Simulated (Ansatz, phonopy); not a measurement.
# Quasi-harmonic thermodynamics of Ag (Silver, Fm-3m), part 3 of 3

How much does Ag (Silver) expand with temperature?

Ansatz 0.2.0; DFT PBEsol, scalar-relativistic, plane waves, PAW; PAW set soft_1.

So far. Step 2 (Probe on a coarse mesh): The start is under -2.0 GPa at this level and looks like a metal on this mesh. Step 4 (Tight relaxation): The residual pressure is -0.0015 GPa, small enough for phonons. The relaxed cell has a = 4.055 Å (conventional setting).

### 5. Phonons on strained cells (continued)

Table of expansion coefficient by temperature; values in 1e-6/K:

```
temperature (K)  volume  principal 1
              0       0            0
            100    42.1         14.0
            200    52.0         17.4
            298    56.0         18.7
            350    57.7         19.2
            450    61.0         20.3
            550    64.4         21.5
            600    66.3         22.1
            700    70.5         23.5
            800    75.4         25.1
            900    81.4         27.1
           1000    89.0         29.6
           1100    98.8         32.9
           1200     112         37.4
```

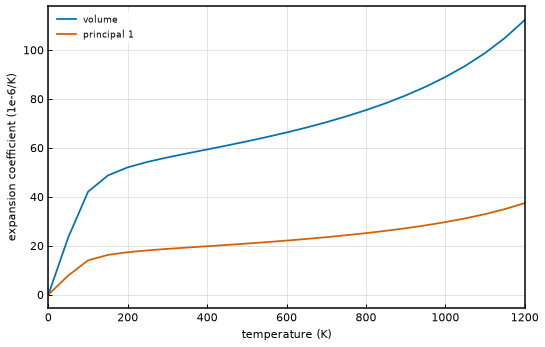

Expansion coefficient, plotted against temperature.

At 298 K the volume expansion is 56.0 × 10⁻⁶/K and B_T is 108 GPa. The program raised the cutoff to 487.2 eV by itself: with no cutoff typed, the study takes about 1.16 times the default for its relaxations and scales it with the volume for the phonons.

### 6. Free-energy fit

This step: DFT PBEsol, scalar-relativistic, plane waves, PAW; PAW set soft_1 (phonopy 4.10.0).

This step gave:

- volume expansion coefficient at 300 K: 55.93 1e-6/K
- isothermal bulk modulus at 300 K: 107.8 GPa
- C_P at 300 K: 25.64 J/mol-atom/K
- Grüneisen parameter at 300 K: 2.528

The energy (each curve on its own zero) by volume; values in meV/atom:

```
volume (Å³/atom)  static  F at 0 K  F at 300 K  F at 1200 K
          16.668       0      2.36        9.41         37.0
          16.919    1.43      2.99        7.87         26.7
          17.006    2.52      3.81        7.93         23.8
          17.350    9.67      9.91        11.0         14.8
          17.701    21.1      20.3        18.1          9.4
          18.060    36.5      34.7        29.1         7.26
          18.426    55.6      52.8        43.5         7.93
```

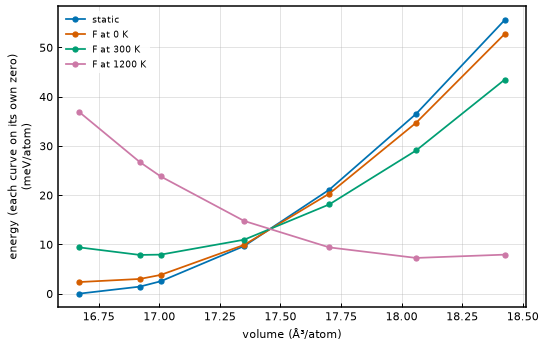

Energy (each curve on its own zero) against volume.

Phonopy-qha, vinet fit of F(V) at each temperature. Qha vinet, by row:

```
T (K)  fitted volume (Å³/atom)  alpha_V (1e-6/K)  B_T (GPa)  C_P (J/mol-atom/K)  Grueneisen
  100                    16.77             40.13      115.6               20.13       2.356
  150                    16.81              48.1      113.8               23.21       2.462
  200                    16.85             51.75      111.8               24.45       2.495
  250                     16.9             54.08      109.8               25.15       2.514
  300                    16.94             55.93      107.8               25.64       2.528
  350                    16.99              57.6      105.6               26.04       2.543
  400                    17.04             59.23      103.5                26.4       2.557
  450                    17.09             60.88      101.2               26.75       2.571
  500                    17.14              62.6      98.97               27.09       2.587
  550                     17.2             64.41      96.64               27.43       2.603
  600                    17.26             66.34      94.25               27.79        2.62
  650                    17.31             68.41      91.79               28.17       2.638
  700                    17.37             70.65      89.28               28.57       2.657
  750                    17.44             73.09       86.7                  29       2.677
  800                     17.5             75.75      84.05               29.46       2.699
  850                    17.57             78.66      81.34               29.96       2.721
  900                    17.64             81.88      78.56               30.51       2.746
  950                    17.71             85.43       75.7               31.11       2.772
 1000                    17.79             89.39      72.77               31.78       2.799
 1050                    17.87             93.82      69.76               32.52       2.829
 1100                    17.96             98.81      66.67               33.36        2.86
 1150                    18.05             104.5       63.5               34.31       2.894
```

Volume expansion coefficient against temperature; values in 1e-6/K:

```
temperature (K)  phonopy-qha, Vinet  Ansatz's own study
            100                40.1                42.1
            150                48.1                48.7
            200                51.8                52.0
            250                54.1                54.3
            300                55.9                56.1
            350                57.6                57.7
            400                59.2                59.4
            450                60.9                61.0
            500                62.6                62.6
            550                64.4                64.4
            600                66.3                66.3
            650                68.4                68.3
            700                70.7                70.5
            750                73.1                72.8
            800                75.8                75.4
            850                78.7                78.3
            900                81.9                81.4
            950                85.4                85.0
           1000                89.4                89.0
           1050                93.8                93.5
           1100                98.8                98.8
           1150                 104                 105
```

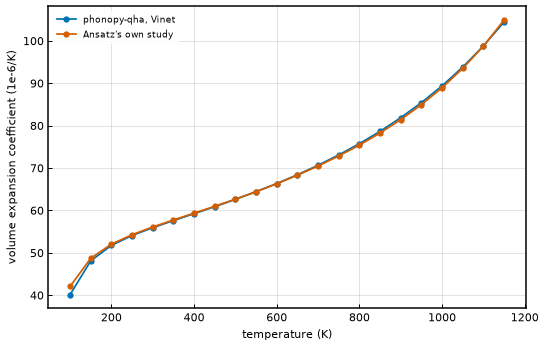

Volume expansion coefficient against temperature.

The fit gives a volume expansion of 55.9 × 10⁻⁶/K at 300 K, against 56.0 at 298 K from the study itself, whose static fit uses more cells.

### 7. Summary of results

* settings of these figures: PBEsol, 487.2 eV, k 20×20×20, q 4×4×4
* volume expansion coefficient at 298 K: 56.02 1e-6/K
* C_P at 298 K: 25.53 J/mol-atom/K
* entropy at 298 K: 42.61 J/mol-atom/K
* isothermal bulk modulus at 298 K: 107.6 GPa
* Grüneisen parameter at 298 K: 2.511
* volume at 298 K: 16.94 Å³/atom
* principal linear expansion coefficients at 298 K: 18.68, 18.68, 18.68 1e-6/K

Near room temperature Ag (Silver) expands by 56.0 × 10⁻⁶/K in volume by PBEsol, with C_P = 25.5 J/(mol K) per mole of atoms and B_T = 108 GPa. Between 298.15 and 1200 K the bulk modulus falls by 45 % and the Grüneisen parameter grows; in this range the quasi-harmonic approximation, which lacks anharmonicity at fixed volume, tends to overshoot. C_P at room temperature is 102 % of the classical 3R an atom; C_V is 98 %, and the rest is expansion work. In this metal the study includes the electrons' free energy, which adds a term that grows with temperature, so the heat capacities need not level off at 3R. The PAW files were made for PBE and are used here under another functional, for which the program regenerates the frozen cores.

[Logs are printed without paths, hosts, clocks, repeated set-up lines and the standing remarks that a program may print on its own settings, such as how far it seeks lower states.]

[Hosts, paths, dates, database ids (printed as entryN), source tags and the programs' standing remarks are cut or masked in the printed files.]

[A step with changed settings may run another functional than the one named; its input shows which.]
